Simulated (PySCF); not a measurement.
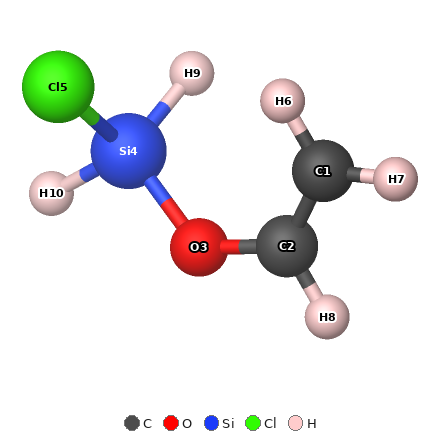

C₂H₅ClOSi, SMILES C=CO[SiH2]Cl. Vertical core-electron binding energies by ΔSCF (SCAN, pcX-1 on the ionised atom, pcseg-1 elsewhere, spin-free X2C; PySCF 2.14.0, at a PBE0-D3(BJ)/def2-SVP geometry (no frequency check)), gas phase, against the vacuum level. One atom of each kind was ionised; within a panel, areas follow the number of like atoms and 2j + 1 (2p levels are split by first-order spin-orbit coupling, an approximation), Gaussians of 0.4 eV full width. Only the regions named are shown.

### Predict the Cl 2p photoelectron lines.

| level | atoms | binding energy (eV) |
| --- | --- | --- |
| Cl 2p1/2 | Cl5 | 207.9 |
| Cl 2p3/2 | Cl5 | 206.3 |

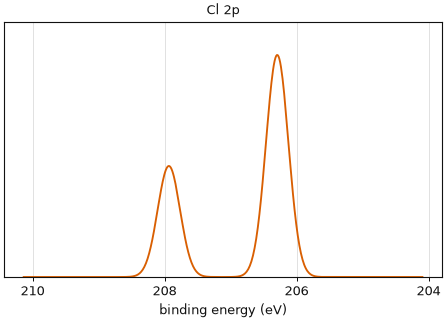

Caveats: one conformer of a flexible molecule.
